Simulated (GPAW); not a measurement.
## A 8-layer slab of Cr(100): simulated STM images

Wanted: filled- and empty-state images of a 8-layer slab of Cr(100), with its work function.

Main program and level: GPAW 26.7.0; GPAW, PAW setups; slab in vacuum, relaxation, in the first sound run; inputs show where later runs differ.

## (1) Starting point

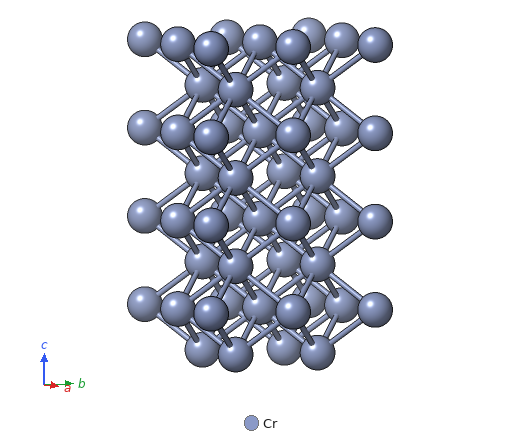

The starting structure, seen from the side, with the c axis up (chromium light blue). 2×2×1 cells are drawn. Some periodic images of atoms are drawn too.

The cell holds 8 atoms: 8 Cr. Cell: a = 2.880 Å, b = 2.880 Å, c = 26.080 Å, α = 90.0°, β = 90.0°, γ = 90.0°. Vacuum lies along c.

Coordinates:

```
Cr
1.0
     2.88000    0.00000    0.00000
     0.00000    2.88000    0.00000
     0.00000    0.00000   26.08000
Cr
8
Direct
  0.50000 0.50000 0.30675
  0.00000 0.00000 0.36196
  0.50000 0.50000 0.41718
  0.00000 0.00000 0.47239
  0.50000 0.50000 0.52761
  0.00000 0.00000 0.58282
  0.50000 0.50000 0.63804
  0.00000 0.00000 0.69325
```

## (2) Relaxing the atoms

Forces are removed first; all later runs use this geometry. The lowest 4 atoms are held at bulk positions and keep their forces.

The input, run.py:

```python
import json
import numpy as np
from ase import Atoms
from ase.constraints import FixAtoms
from ase.optimize import BFGS
from gpaw import GPAW, PW

slab = Atoms(
    ['Cr', 'Cr', 'Cr', 'Cr', 'Cr', 'Cr', 'Cr', 'Cr'],
    positions=[
        [1.44000, 1.44000, 8.00000],
        [0.00000, 0.00000, 9.44000],
        [1.44000, 1.44000, 10.88000],
        [0.00000, 0.00000, 12.32000],
        [1.44000, 1.44000, 13.76000],
        [0.00000, 0.00000, 15.20000],
        [1.44000, 1.44000, 16.64000],
        [0.00000, 0.00000, 18.08000]],
    cell=[[2.88, 0.0, 0.0], [0.0, 2.88, 0.0], [0.0, 0.0, 26.08]],
    pbc=[True, True, False],
    magmoms=[2.0, -2.0, 2.0, -2.0, 2.0, -2.0, 2.0, -2.0])

slab.calc = GPAW(mode=PW(400), xc='PBE', kpts={'size': (11, 11, 1), 'gamma': True},
                 occupations={'name': 'fermi-dirac', 'width': 0.1}, nbands='160%',
                 convergence={'density': 1e-05}, maxiter=200,
                 poissonsolver={'dipolelayer': 'xy'},
                 symmetry={'tolerance': 1e-3, 'extra_ids': [1, 1, 1, 1, 0, 0, 0, 0]}, txt='slab.txt')
result = {}
slab.set_constraint(FixAtoms([0, 1, 2, 3]))
path = []
opt = BFGS(slab, maxstep=0.2)
opt.attach(lambda: path.append((slab.get_potential_energy(), slab.positions.tolist(), slab.get_forces().tolist())))
result['relaxed'] = bool(opt.run(fmax=0.03, steps=40))
result['path'] = path
energy = slab.get_potential_energy()
fermi = slab.calc.get_fermi_level()
v = slab.calc.get_electrostatic_potential().mean((0, 1)) - fermi
n = slab.calc.get_pseudo_density().mean((0, 1))
L = slab.cell[2, 2]
z = np.arange(len(v)) * L / len(v)
low, high = slab.positions[:, 2].min(), slab.positions[:, 2].max()
below, above = np.interp([low - 5.8, high + 5.8], z, v)
slopes = [np.interp(x, z, np.gradient(v, z)) for x in (low - 5.8, high + 5.8)]
eps = np.array([[slab.calc.get_eigenvalues(k, s) for k in range(len(slab.calc.get_ibz_k_points()))]
                for s in range(slab.calc.get_number_of_spins())]) - fermi
top, bottom = eps[eps < 0].max(), eps[eps > 0].min()
dipole = slab.get_dipole_moment()[2]
print(f'energy {energy:.4f} eV, Fermi level {fermi:.4f} eV, dipole {dipole:.5f} e A')
print(f'potential 5.8 A off the faces, from the Fermi level: lower {below:.4f} eV, upper {above:.4f} eV')
print(f'slope of the potential there: lower {slopes[0]:.5f}, upper {slopes[1]:.5f} eV/A')
print(f'nearest levels on the mesh: {top:.4f} and {bottom:.4f} eV')
print('magnetic moment', round(slab.get_magnetic_moment(), 3))
result.update(energy=energy, fermi=fermi, dipole=dipole, below=below, above=above, slopes=slopes, edges=[top, bottom],
              z=z.tolist(), v=v.tolist(), n=n.tolist(), positions=slab.positions.tolist(),
              forces=slab.get_forces(apply_constraint=False).tolist(), moments=slab.get_magnetic_moments().tolist())
json.dump(result, open('result.json', 'w'))
```

Run with:

```sh
> OMP_NUM_THREADS=1 OPENBLAS_NUM_THREADS=1 python run.py
```

The log of the run:

```text
Step          Energy          fmax
BFGS:    0      -72.010247        0.435816
BFGS:    1      -72.014461        0.364880
BFGS:    2      -72.025872        0.078242
BFGS:    3      -72.026069        0.071987
BFGS:    4      -72.026821        0.029787
energy -71.9535 eV, Fermi level 2.8441 eV, dipole 0.00034 e A
potential 5.8 A off the faces, from the Fermi level: lower 3.6954 eV, upper 3.7117 eV
slope of the potential there: lower -0.00043, upper 0.00046 eV/A
nearest levels on the mesh: -0.0029 and 0.0072 eV
magnetic moment 0.065
```

The job ended after 37 min (1 thread of Arm Neoverse V2, shared host; peak memory 0.32 GiB).

Relaxation path:

```tsv
step	energy less that of the first step (eV)	largest force (eV/Å)
1	0.0000	0.4358
2	-0.0044	0.3649
3	-0.0169	0.0782
4	-0.0171	0.0720
5	-0.0180	0.0298
```

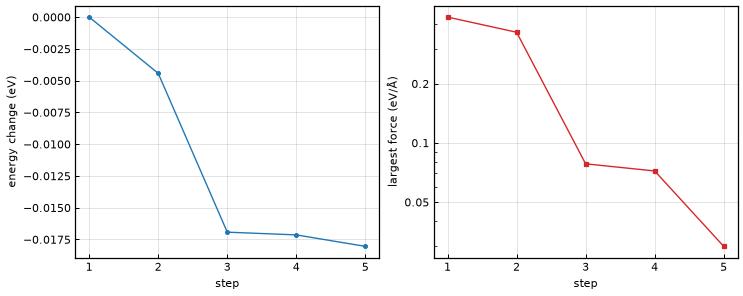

Energy and largest force along the relaxation.

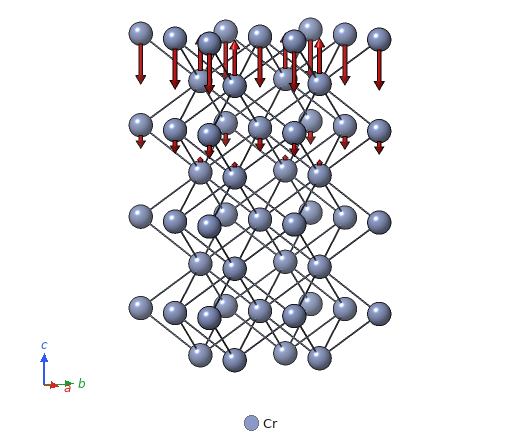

Displacements in the relaxation, exaggerated; the longest in the cell stands for 0.04 Å. 2×2×1 cells are drawn. Some periodic images of atoms are drawn too.

The atoms that moved most (Å):

```tsv
atom	dx	dy	dz	length
Cr8	0.000	0.000	-0.044	0.044
Cr7	0.000	0.000	0.039	0.039
Cr6	0.000	0.000	-0.015	0.015
Cr5	0.000	0.000	0.006	0.006
```

The relaxed structure:

```xyz
8
Lattice="2.8800 0.0000 0.0000 0.0000 2.8800 0.0000 0.0000 0.0000 26.0800" Properties=species:S:1:pos:R:3
Cr    1.4400    1.4400    8.0000
Cr    0.0000    0.0000    9.4400
Cr    1.4400    1.4400   10.8800
Cr    0.0000    0.0000   12.3200
Cr    1.4400    1.4400   13.7664
Cr    0.0000    0.0000   15.1852
Cr    1.4400    1.4400   16.6790
Cr    0.0000    0.0000   18.0360
```

Numbers from this step:

* dipole along the normal: 3.36e-4 e·Å
* levels nearest the Fermi level on the mesh: -0.002885, 0.007164 eV from the Fermi level
* upper work function: 3.712 eV
* lower work function: 3.695 eV
* site moments: 2.673, -1.666, 1.355, -1.333, 1.306, -1.394, 1.614, -2.520 μB
* sum of the site moments: 0.03608 μB

The electrostatic potential energy of an electron (without an applied field's), less the Fermi level, planar mean oscillates, so the rows of the table below give means over windows of 1.46 Å about each position, cut where the curve ends. Its maxima inside the range that stand out by 2 % of the span (Å: eV): 8.8: -6.68, 10.1: -6.76, 11.6: -6.60, 13.0: -6.52, 14.5: -6.92, 16.0: -6.00, 17.3: -7.92. Its minima: 8.0: -15.0, 9.5: -15.4, 10.8: -15.3, 12.3: -15.3, 13.8: -15.4, 15.2: -15.2, 16.7: -15.6, 18.0: -15.2.

The electrostatic potential energy of an electron (without an applied field's), less the Fermi level, planar mean by z; means over each step:

```tsv
z (Å)	electrostatic potential energy of an electron (without an applied field's), less the Fermi level, planar mean (eV)
0.73	3.70
2.19	3.70
3.65	3.69
5.11	3.61
6.57	1.71
8.03	-10.0
9.49	-10.8
10.95	-10.7
12.41	-10.7
13.87	-10.8
15.33	-10.6
16.79	-11.1
18.25	-9.21
19.71	2.56
21.17	3.66
22.63	3.71
24.09	3.71
25.55	3.71
```

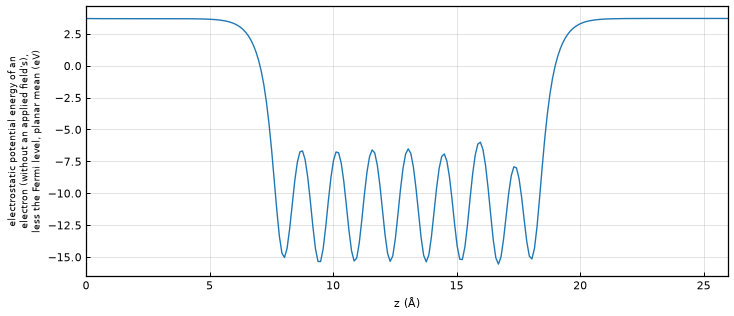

Electrostatic potential energy of an electron (without an applied field's), less the Fermi level, planar mean against z.

The pseudo valence density, planar mean oscillates, so the rows of the table below give means over windows of 1.46 Å about each position, cut where the curve ends. Its maxima inside the range that stand out by 2 % of the span (Å: e/Å³): 7.9: 0.589, 9.4: 0.608, 10.8: 0.616, 12.3: 0.615, 13.8: 0.617, 15.2: 0.611, 16.7: 0.617, 17.9: 0.600. Its minima: 8.8: 0.422, 10.2: 0.419, 11.7: 0.422, 13.1: 0.420, 14.4: 0.431, 15.9: 0.397, 17.3: 0.458.

The pseudo valence density, planar mean by z; means over each step:

```tsv
z (Å)	pseudo valence density, planar mean (e/Å³)
2.19	4.0e-6
3.65	9.3e-5
5.11	0.00223
6.57	0.0550
8.03	0.450
9.49	0.500
10.95	0.502
12.41	0.500
13.87	0.505
15.33	0.494
16.79	0.511
18.25	0.412
19.71	0.0308
21.17	0.00129
22.63	5.4e-5
```

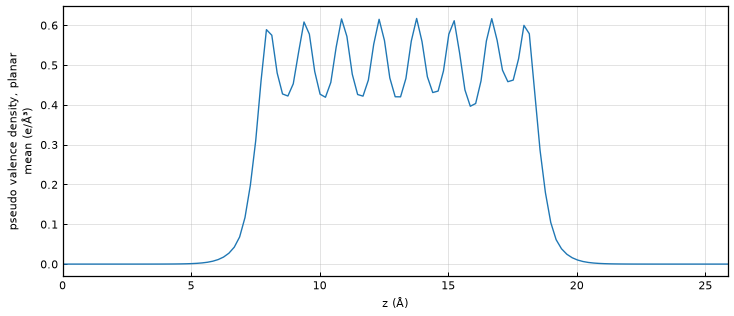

Pseudo valence density, planar mean, plotted against z.

Site moment by atom:

```tsv
atom	site moment (μB)
Cr1	2.67
Cr2	-1.67
Cr3	1.36
Cr4	-1.33
Cr5	1.31
Cr6	-1.39
Cr7	1.61
Cr8	-2.52
```

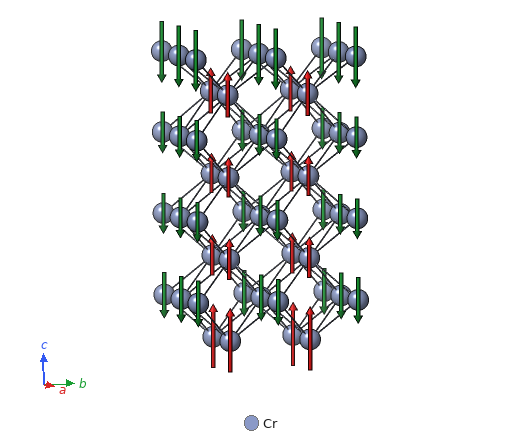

Site moment as arrows, the longest 2.67 μB. Up and down stand for the sign. Arrows give size and sign along the axis of quantisation, drawn up and down the page. The two directions have two colours. 2×2×1 cells are drawn. Some periodic images of atoms are drawn too.

The relaxation lowered the energy of the cell by 0.0180 eV (energies extrapolated to zero smearing; the optimiser's log prints free energies). The largest force left on a free atom is 0.030 eV/Å.

## (3) Plane waves, PBE

With the geometry fixed, the planar mean of the potential gives the vacuum level on each side.

This step: GPAW, PAW setups; slab in vacuum (GPAW 26.7.0).

run.py: that of step 2 with these lines changed.

```diff
@@ -3,4 +3,3 @@
 from ase import Atoms
-from ase.constraints import FixAtoms
-from ase.optimize import BFGS
+from ase.dft.stm import STM
 from gpaw import GPAW, PW
@@ -14,6 +13,6 @@
         [0.00000, 0.00000, 12.32000],
-        [1.44000, 1.44000, 13.76000],
-        [0.00000, 0.00000, 15.20000],
-        [1.44000, 1.44000, 16.64000],
-        [0.00000, 0.00000, 18.08000]],
+        [1.44000, 1.44000, 13.76640],
+        [0.00000, 0.00000, 15.18518],
+        [1.44000, 1.44000, 16.67896],
+        [0.00000, -0.00000, 18.03601]],
     cell=[[2.88, 0.0, 0.0], [0.0, 2.88, 0.0], [0.0, 0.0, 26.08]],
@@ -26,10 +25,4 @@
                  poissonsolver={'dipolelayer': 'xy'},
-                 symmetry={'tolerance': 1e-3, 'extra_ids': [1, 1, 1, 1, 0, 0, 0, 0]}, txt='slab.txt')
+                 symmetry={'tolerance': 1e-3}, txt='slab.txt')
 result = {}
-slab.set_constraint(FixAtoms([0, 1, 2, 3]))
-path = []
-opt = BFGS(slab, maxstep=0.2)
-opt.attach(lambda: path.append((slab.get_potential_energy(), slab.positions.tolist(), slab.get_forces().tolist())))
-result['relaxed'] = bool(opt.run(fmax=0.03, steps=40))
-result['path'] = path
 energy = slab.get_potential_energy()
@@ -55,2 +48,16 @@
               forces=slab.get_forces(apply_constraint=False).tolist(), moments=slab.get_magnetic_moments().tolist())
+
+# Images need the states of the whole zone, up to time reversal
+slab.calc = slab.calc.fixed_density(symmetry={'point_group': False}, txt='states.txt', nbands='250%',
+                                    convergence={'bands': 'CBM+1.3'})
+stm = STM(slab)
+result['stm'] = []
+for bias in [-1.0, 1.0]:
+    height = high + 4.0
+    current = stm.get_averaged_current(bias, height)
+    x, y, h = stm.scan(bias, current)
+    i, f = divmod(height / L * stm.ldos.shape[2], 1)
+    I = abs((1 - f) * stm.ldos[:, :, int(i)] + f * stm.ldos[:, :, int(i) + 1])
+    print(f'bias {bias} V: mean current at 4.0 A {current:.4e}, corrugation {np.ptp(h):.4f} A')
+    result['stm'].append(dict(bias=bias, current=current, h=(h - high).tolist(), I=I.tolist()))
 json.dump(result, open('result.json', 'w'))
```

The log of the run:

```text
energy -71.9535 eV, Fermi level 2.8441 eV, dipole 0.00041 e A
potential 5.8 A off the faces, from the Fermi level: lower 3.6955 eV, upper 3.7116 eV
slope of the potential there: lower -0.00044, upper 0.00047 eV/A
nearest levels on the mesh: -0.0029 and 0.0072 eV
magnetic moment 0.065
bias -1.0 V: mean current at 4.0 A 9.1956e-05, corrugation 0.0119 A
bias 1.0 V: mean current at 4.0 A 2.7257e-04, corrugation 0.0436 A
```

Run time: 27 min. Hardware: 1 thread; peak memory 0.9 GiB.

This step gave:

```
dipole along the normal                    : 4.12e-4 e·Å
levels nearest the Fermi level on the mesh : -0.002864, 0.007176 eV from the Fermi level
lower work function                        : 3.696 eV
site moments                               : 2.673, -1.666, 1.355, -1.333, 1.306, -1.394, 1.615, -2.520 μB
corrugation -1                             : 0.01188 Å
corrugation 1                              : 0.04358 Å
sum of the site moments                    : 0.03616 μB
```

The electrostatic potential energy of an electron (without an applied field's), less the Fermi level, planar mean oscillates, so the rows of the table below give means over windows of 1.46 Å about each position, cut where the curve ends. Its maxima inside the range that stand out by 2 % of the span (Å: eV): 8.8: -6.68, 10.1: -6.76, 11.6: -6.60, 13.0: -6.52, 14.5: -6.92, 16.0: -6.00, 17.3: -7.93. Its minima: 8.0: -15.0, 9.5: -15.4, 10.8: -15.3, 12.3: -15.3, 13.8: -15.4, 15.2: -15.2, 16.7: -15.6, 18.0: -15.2.

The electrostatic potential energy of an electron (without an applied field's), less the Fermi level, planar mean by z; means over each step:

(Unchanged from step 2.)

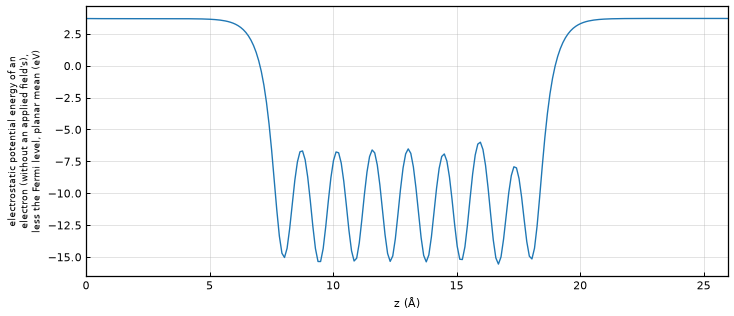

Electrostatic potential energy of an electron (without an applied field's), less the Fermi level, planar mean, plotted against z.

The pseudo valence density, planar mean oscillates, so the rows of the table below give means over windows of 1.46 Å about each position, cut where the curve ends. Its maxima inside the range that stand out by 2 % of the span (Å: e/Å³): 7.9: 0.589, 9.4: 0.608, 10.8: 0.616, 12.3: 0.615, 13.8: 0.617, 15.2: 0.611, 16.7: 0.617, 17.9: 0.600. Its minima: 8.8: 0.422, 10.2: 0.419, 11.7: 0.422, 13.1: 0.420, 14.4: 0.431, 15.9: 0.397, 17.3: 0.458.

Table of pseudo valence density, planar mean by z; means over each step:

```tsv
z (Å)	pseudo valence density, planar mean (e/Å³)
2.19	4.0e-6
3.65	9.3e-5
5.11	0.00223
6.57	0.0550
8.03	0.450
9.49	0.500
10.95	0.502
12.41	0.500
13.87	0.505
15.33	0.494
16.79	0.511
18.25	0.412
19.71	0.0308
21.17	0.00129
22.63	5.4e-5
```

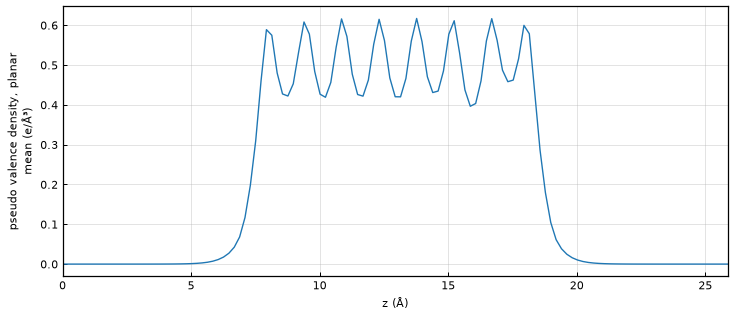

Pseudo valence density, planar mean, plotted against z.

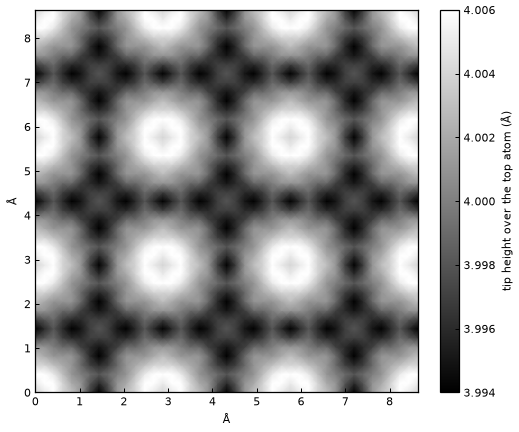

Tip height over the top atom over a1 and a2. Sample bias -1 V, constant current at the mean current 4.0 Å over the top atom. The cell is repeated, with its origin at the lower left corner.

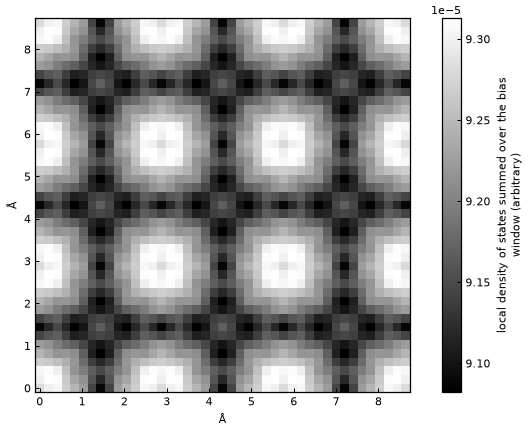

Local density of states summed over the bias window over a1 and a2. Sample bias -1 V, constant height 4.0 Å over the top atom. The cell is repeated, with its origin at the lower left corner.

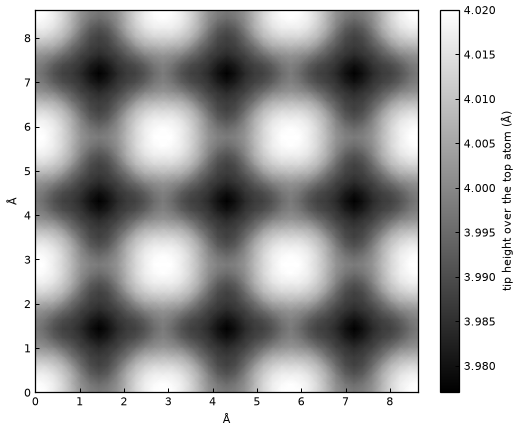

Tip height over the top atom over a1 and a2. Sample bias 1 V, constant current at the mean current 4.0 Å over the top atom. The cell is repeated, with its origin at the lower left corner.

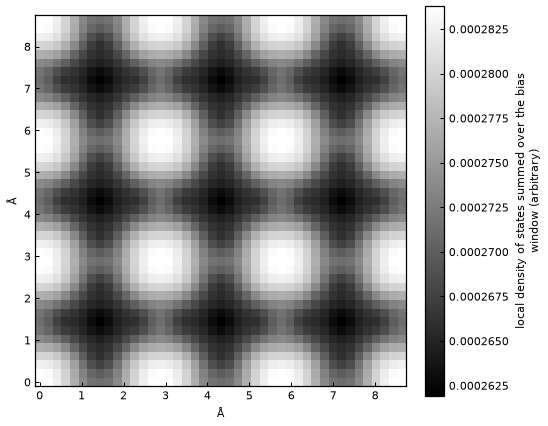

Local density of states summed over the bias window over a1 and a2. Sample bias 1 V, constant height 4.0 Å over the top atom. The cell is repeated, with its origin at the lower left corner.

Force by atom:

```tsv
atom	x (eV/Å)	y (eV/Å)	z (eV/Å)	size
Cr1	0.000	0.000	0.305	0.305
Cr2	0.000	0.000	-0.433	0.433
Cr3	0.000	0.000	0.199	0.199
Cr4	0.000	0.000	0.007	0.007
Cr5	0.000	0.000	-0.029	0.029
Cr6	0.000	0.000	-0.012	0.012
Cr7	0.000	0.000	-0.023	0.023
Cr8	0.000	0.000	-0.016	0.016
```

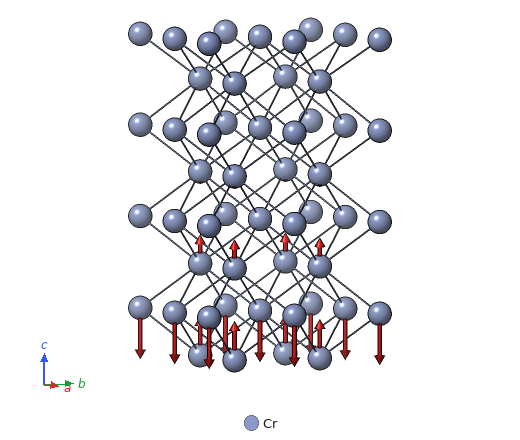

Force as arrows, the longest 0.433 eV/Å. 2×2×1 cells are drawn. Some periodic images of atoms are drawn too.

The potential is flat to 4.7e-4 eV/Å where it is read, so the vacuum is wide enough.

## (4) Summary of results

```json
{
  "work function, upper and lower face": "3.712 and 3.696 eV",
  "dipole along the normal": "4.1e-4 e Å, near the numerical noise",
  "corrugation at -1 V": "0.0119 Å",
  "corrugation at 1 V": "0.0436 Å"
}
```

What this shows: In GPAW's constant-current maps the tip height varies by under 0.05 Å at every bias shown (0.044 Å at most), which is near the numerical ripple of the maps: an s-wave tip would see an almost flat surface. Negative sample bias images filled states, positive bias empty ones. The measured value for polycrystalline Cr, which weights the faces of low work function, is 4.5 eV (as compiled in "Anisotropic work function of elemental crystals", 2019, arxiv:1902.07811); the relaxed upper face lies 0.79 eV under it with PBE. Measured work functions scatter by a tenth of an eV or more between methods. The images are of Tersoff-Hamann type: an s-wave tip, no tip-sample forces, heights closer than in a microscope. The small printed dipole stands for a step of -9.0 meV from the lower to the upper face, and the probes find 16 meV; values this small are near the numerical noise of both. One magnetic start was tried; another order may lie lower. The in-plane lattice was kept as typed, which isn't the functional's own and leaves some strain; spin-orbit coupling and temperature are left out.

[Logs are printed without paths, hosts, clocks, repeated set-up lines and the standing remarks that a program may print on its own settings, such as how far it seeks lower states.]

[Hosts, paths, dates, database ids (printed as entryN), source tags and the programs' standing remarks are cut or masked in the printed files.]
